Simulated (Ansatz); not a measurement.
# GaNH4O2: one change and its effect

System: GaNH4O2, SMILES [NH2][Ga]([OH])[OH].
Method of run 1: RKS PBE0-D4/def2-TZVPP (Ansatz 0.2.0).

The geometry comes from this level: PBE0-D4/def2-TZVP. Text and figures count atoms from 1; the logs count them from 0 in places.

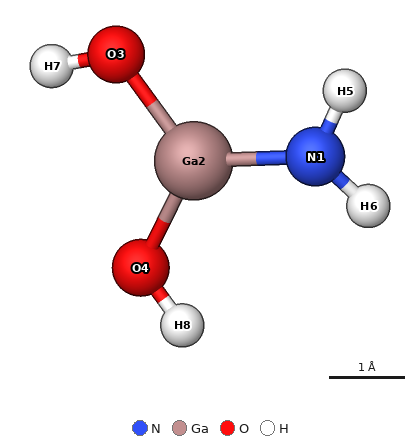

Fig. 1: The input geometry (ball-and-stick view, seen at a tilt; atoms are numbered from 1 in the order of the input). Sticks mark near contacts.

### Input file, run 1
```yaml
crystal:
  periodic: [false, false, false]
  atoms:
    - {symbol: N, position_ang: [-1.492066, 0.219922, 0.286236]}
    - {symbol: Ga, position_ang: [0.280486, 0.070762, -0.042347]}
    - {symbol: O, position_ang: [1.348157, 1.445865, 0.316194]}
    - {symbol: O, position_ang: [1.059791, -1.345644, -0.798250]}
    - {symbol: H, position_ang: [-1.827229, 0.968904, 0.869447]}
    - {symbol: H, position_ang: [-2.086122, -0.589037, 0.350796]}
    - {symbol: H, position_ang: [2.255159, 1.288083, 0.045752]}
    - {symbol: H, position_ang: [0.461824, -2.058854, -1.027828]}
basis:
  gaussian: {orbitals: def2-TZVPP}
hamiltonian: {xc: pbe0, dispersion: d4}
output: {orbitals: {seedname: orbitals}}
```

Hardware: 4 CPU threads, shared host.

### Output (run 1)
```
Functional definition: PBE0
  parameter a = 0.25
  parameter kappa = 0.804
  parameter beta = 0.06672455060314922
  exchange = (1 - a)*pbe_x(kappa = kappa, mu = beta*pi^2/3) + a*exact_x
  correlation = pbe_c(beta = beta)
1106 factors; their error is unknown
mean field evaluation 1: about -58003.2068 eV, gradient 9.8e1 eV
mean field evaluation 2: about -57975.2148 eV, gradient 1.5e2 eV
mean field evaluation 4: about -58018.8046 eV, gradient 8.9e0 eV
mean field evaluation 8: about -58019.1468 eV, gradient 2.5e-1 eV
mean field evaluation 16: about -58019.1468 eV, gradient 1.8e-5 eV
mean field -58019.14683572 eV, -2132.1643194223 hartree, gradient 1.8e-5 eV, S^2 0.000000; 0 other end points of the search recorded, 0 dependent functions left out
reference -58019.14686437 eV, -2132.1643204754 hartree; 29, 29 occupied and 168, 168 virtual orbitals, 1106 factors
Total energy: -58019.25740082 eV, -2132.1683826151 hartree
```

Run 2 used a changed input.

### The two runs side by side

```tsv
quantity	run 1	run 2
outcome	converged	converged
total energy (hartree)	−2132.168383	−2131.656160
HOMO (eV)	−7.58	−7.28
LUMO (eV)	−0.47	−0.17
basis functions	197	94
wall time (shared host)	1.7 s	0.95 s
```

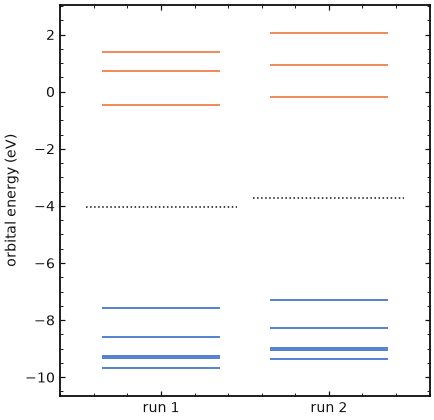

Fig. 2: The five highest filled and three lowest empty orbital energies of the two runs; the dotted lines part filled from empty levels. The HOMO–LUMO gap is 7.10 eV in run 1 and 7.11 eV in run 2.

What was changed in the input?

The change (lines with − go, lines with + come):
```diff
-  gaussian: {orbitals: def2-TZVPP}
+  gaussian: {orbitals: def2-SVP}
```

The total energy of run 2 is 321.4 kcal/mol higher, which measures the change of basis and not a stability. The HOMO goes from −7.58 to −7.28 eV. The LUMO goes from −0.47 to −0.17 eV. The basis functions go from 197 to 94.

### Output (run 2)
```
Functional definition: PBE0
  parameter a = 0.25
  parameter kappa = 0.804
  parameter beta = 0.06672455060314922
  exchange = (1 - a)*pbe_x(kappa = kappa, mu = beta*pi^2/3) + a*exact_x
  correlation = pbe_c(beta = beta)
929 factors; integrals over basis functions are off by at most 1.2e-3 eV
mean field evaluation 1: about -57991.8534 eV, gradient 8.6e1 eV
mean field evaluation 2: about -57972.4672 eV, gradient 1.3e2 eV
mean field evaluation 4: about -58005.0260 eV, gradient 5.8e0 eV
mean field evaluation 8: about -58005.2084 eV, gradient 3.4e-1 eV
mean field evaluation 16: about -58005.2085 eV, gradient 3.1e-5 eV
mean field -58005.20853930 eV, -2131.6520964767 hartree, gradient 3.1e-5 eV, S^2 0.000000; 0 other end points of the search recorded, 0 dependent functions left out
reference -58005.20856684 eV, -2131.6520974889 hartree; 29, 29 occupied and 65, 65 virtual orbitals, 929 factors
Total energy: -58005.31910330 eV, -2131.6561596287 hartree
```
